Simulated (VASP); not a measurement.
Band structure of NaCd₃ (space group Fm-3m). Computed with PBEsol GGA, VASP's PBE PAW potentials (set 64) (plane waves; VASP).

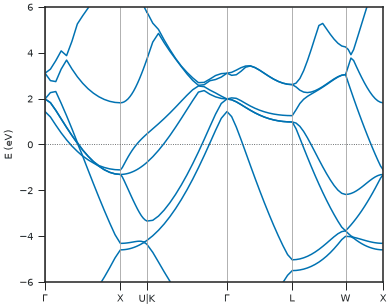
Figure: Bands along high-symmetry lines, zero at the valence-band maximum or, without a gap, the Fermi level

### Question
Read the plot: is there a gap, and where are the band edges?

### Answer
It has no gap at this level: it comes out as a metal or semimetal. (Edges off the drawn lines would not show.)

The structure comes from a computed database's NaCd3 entry (Fm-3m); how it stands against other phases isn't given here. It was relaxed first. The electron count is odd and the run is not spin-polarised, which forces a metal.
